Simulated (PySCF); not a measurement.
**CCl4···H2Se: density, localisation and related maps**

Input

```
{"job": {"kind": "inter", "xc": "PBE0", "basis": "def2-SVPD", "disp": "d3bj", "pairs": false}, "charge": 0, "multiplicity": 1, "parts": [{"atoms": "0-4", "charge": 0, "multiplicity": 1}, {"atoms": "5-7", "charge": 0, "multiplicity": 1}]}
Cl     1.117639    -1.502162     0.120773
C      0.004789    -0.133441     0.113137
Cl     0.911601     1.367214     0.316279
Cl    -0.872206    -0.094400    -1.421202
Cl    -1.148582    -0.305814     1.440014
Se     1.339875    -0.602427     3.300635
H      0.467539    -0.093011     4.322471
H      2.433184    -0.670446     4.233781
```

Run with:

```sh
OMP_NUM_THREADS=1 python cluster_run.py task.json out
```

Geometry: GFN2-xTB.

All numbers below come from PySCF, PBE0-D3(BJ)/def2-SVPD, SCF density, gas phase.

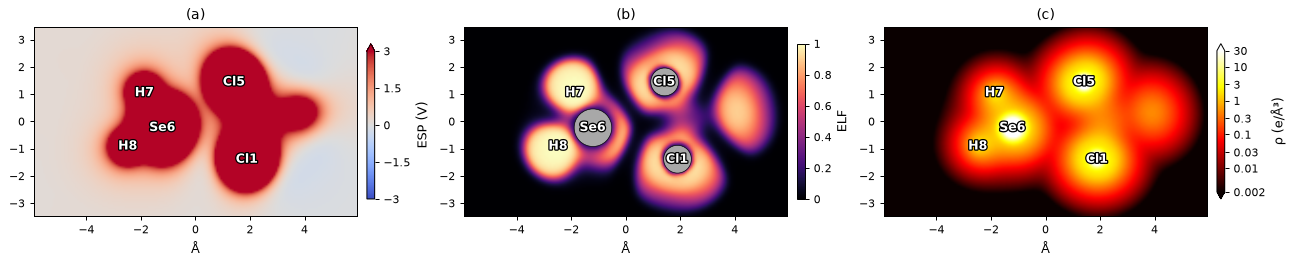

Figure 1. (a) electrostatic potential; (b) ELF; (c) electron density on the plane of atoms H7, Se6 and H8. Grey discs cover the atomic cores in the ELF map.

What does the map show?

- Atoms in the plane: Cl, Se and H.
- Se6···Cl5 (3.12 Å): the density falls to about 0.12 e/Å³ on the way; the ELF dips to about 0.10 between them.
- Se–H (1.44 Å): ρ is about 1.4 e/Å³ halfway; the ELF climbs to about 1 towards the hydrogen, as it does in any bond to H.
- The ELF also peaks beside Cl1, Cl4 and Cl5, away from the bonds: lone-pair regions.
- The potential has no marked negative region in this plane.

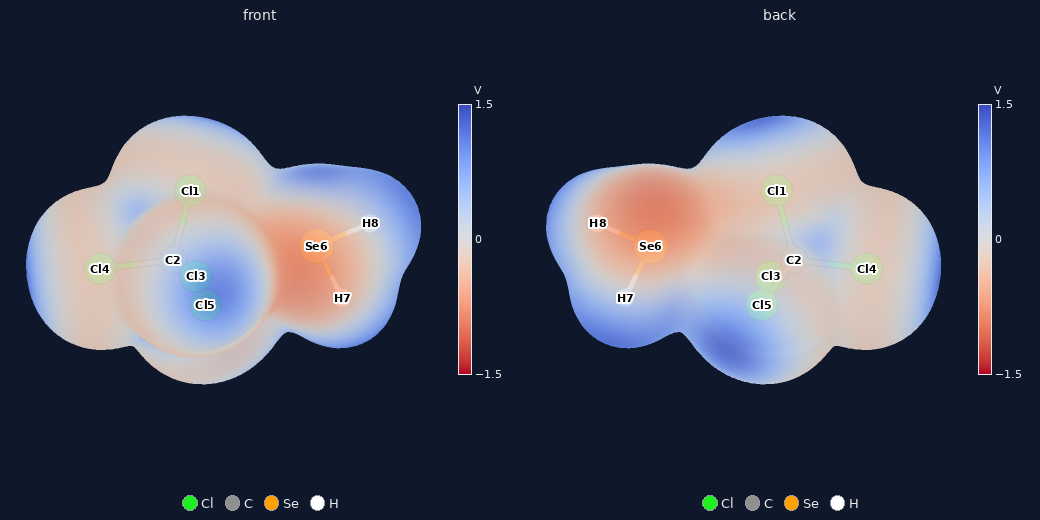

Figure 2. The electrostatic potential painted on the density surface at 0.002 e/bohr³, seen from the front and from behind; red is negative and blue positive.

Describe the electrostatic potential map.

The most negative region (about −0.9 V) lies over Se6, the most positive (about +1.1 V) over Cl1, Cl4, Cl5 and H7. Cl1 shows a σ-hole: about +1.1 V at the tip opposite its bond, against about −0.2 V on its flanks. Cl3 shows a σ-hole: about +1.1 V at the tip opposite its bond, against about −0.3 V on its flanks. Cl4 shows a σ-hole: about +1.1 V at the tip opposite its bond, against about −0.2 V on its flanks. Cl5 shows a σ-hole: about +1.1 V at the tip opposite its bond, against about −0.2 V on its flanks.

What dipole moment does the calculation give?

Its dipole moment is 0.53 D.
